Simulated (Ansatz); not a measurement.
## Electronic structure of CH8OSi3 in real space

The calculation's input:

```
crystal:
  periodic: [false, false, false]
  atoms:
    - { symbol: Si, position_ang: [-1.1505, -1.4736, -0.6267] }
    - { symbol: C, position_ang: [-0.2203, -0.7784, 0.7778] }
    - { symbol: Si, position_ang: [1.3979, -0.25, 0.0569] }
    - { symbol: O, position_ang: [1.4816, 1.0316, -0.8536] }
    - { symbol: Si, position_ang: [2.29253, 1.16959, -2.20661] }
    - { symbol: H, position_ang: [-1.4844, -0.3717, -1.6595] }
    - { symbol: H, position_ang: [-0.4741, -2.5658, -1.2856] }
    - { symbol: H, position_ang: [-2.4637, -1.9204, -0.1491] }
    - { symbol: H, position_ang: [-0.0578, -1.5423, 1.5694] }
    - { symbol: H, position_ang: [-0.7195, 0.0571, 1.3028] }
    - { symbol: H, position_ang: [2.3683, -0.0152, 1.2119] }
    - { symbol: H, position_ang: [3.72015, 0.83837, -2.07524] }
    - { symbol: H, position_ang: [1.78594, 0.24659, -3.25161] }
basis:
  gaussian: { orbitals: def2-SVP }
hamiltonian:
  xc: pbe
relax:
  f_tol: 0.015
  max_steps: 40
output:
  orbitals: {}
```

Launched as:

```sh
ansatz run input.yaml --threads 2 --pin off --max-ram 3072MiB --backend cpu --events-out ev --progress --plain --runs-dir out
```

The fields are those of the relaxed geometry.

Computed with RKS PBE/def2-SVP (Ansatz 0.2.0).

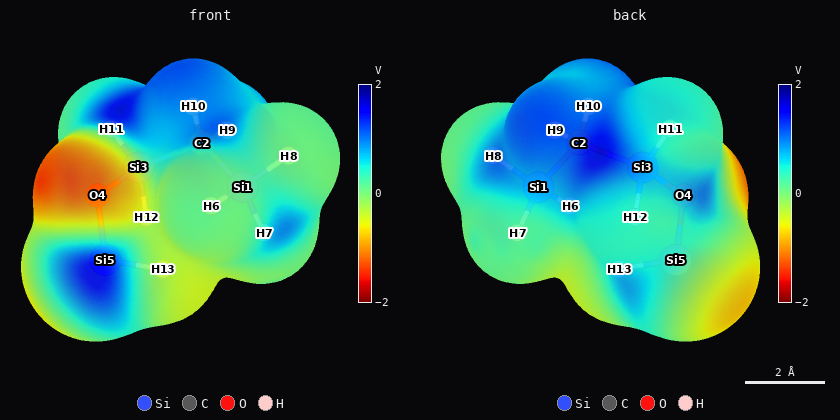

Figure 1. The electrostatic potential painted on the density surface at 0.002 e/bohr³, seen from the front and from behind; red is negative and blue positive.

Question: Where is the surface potential most negative and most positive?

Answer: The most negative region (about −1.4 V) lies over O4, the most positive (about +1.6 V) over Si3 and Si5. O4 is the likeliest acceptor of a hydrogen bond.

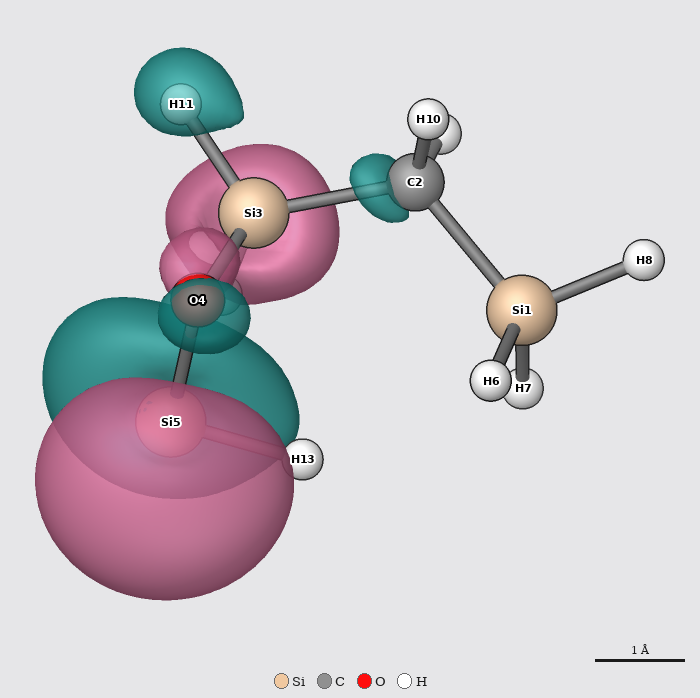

Figure 2. The LUMO at ±0.1 Å⁻³ᐟ² (teal and pink are the two phases), seen across its widest extent.

Question: Describe this orbital and give its energy.

Answer: It lies mainly on Si5 (about 70 %) and Si3 (about 15 %). Its energy is −2.57 eV.

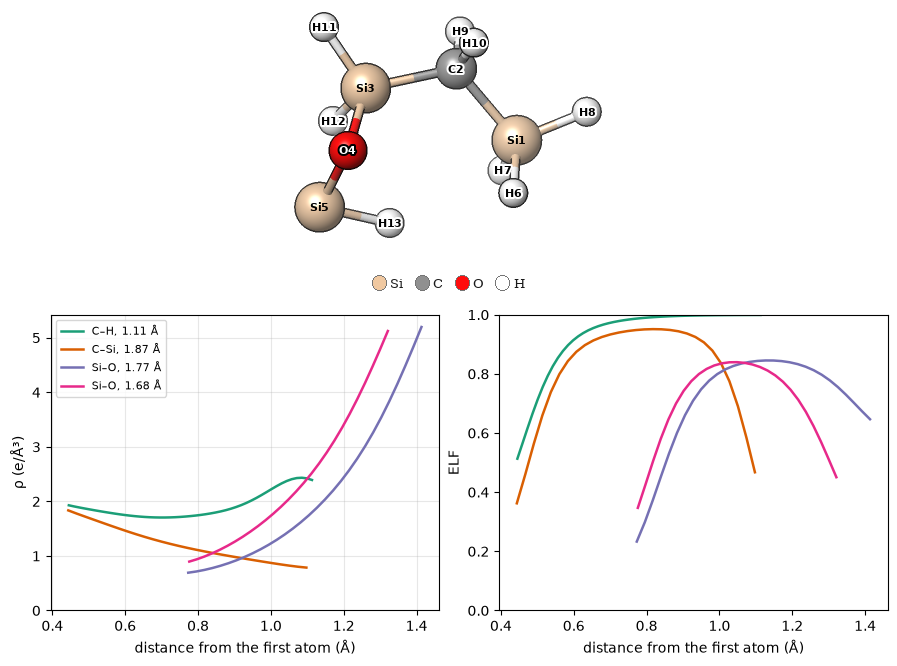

Figure 3. Total electron density and electron localisation function along straight lines between neighbouring atoms. The curves leave out the atomic cores. The structure is drawn too.

Question: What kind of bonding do the profiles show?

Answer: C–H (1.11 Å): ρ at the midpoint is about 1.8 e/Å³; the ELF climbs to about 1 towards the hydrogen, as it does in any bond to H; an ordinary covalent bond to hydrogen.
C–Si (1.87 Å): the density is about 0.94 e/Å³ at the midpoint; the ELF peaks at about 0.95 between the atoms, as expected for a shared electron pair.
Si–O (1.77 Å): the density is about 0.87 e/Å³ at the midpoint; the ELF peaks at about 0.85 between the atoms: a polar covalent bond.
Si–O (1.68 Å): the density is about 1 e/Å³ at the midpoint; the ELF peaks at about 0.85 between the atoms (a polar covalent bond).
